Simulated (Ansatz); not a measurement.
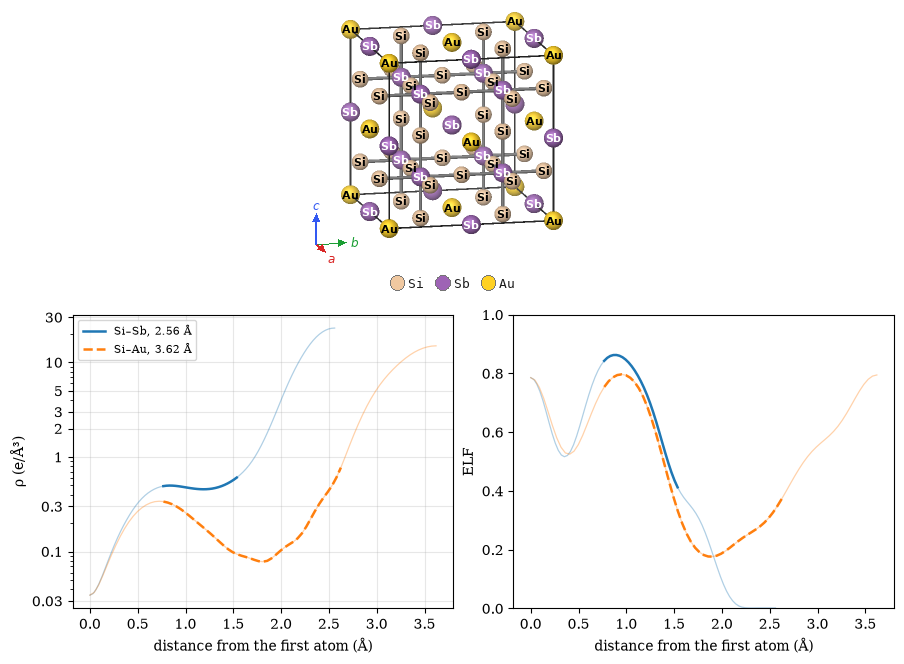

The picture shows: Si₆Sb₃Au. Valence charge density (pseudo) and ELF along straight lines between neighbouring atoms. Thin, pale parts lie inside the atomic spheres. The structure is drawn too.

Space group Fm-3m; a structure generated by program, which may or may not match a known phase.

All numbers below come from DFT PBE, scalar-relativistic, plane waves, PAW (Ansatz 0.2.0).

In a PAW calculation such maps are meaningful between the atoms, not at the nuclei.

What can be read from the curves?

Si–Sb (2.56 Å): the density is about 0.46 e/Å³ at the midpoint; the ELF peaks at about 0.85 in the valence shell of Si, 0.9 Å from its nucleus, and is about 0.65 at the midpoint.
Si–Au (3.62 Å): the density is about 0.08 e/Å³ at the midpoint; the ELF peaks at about 0.80 in the valence shell of Si, 1.0 Å from its nucleus, and drops to about 0.20 between the two atoms.
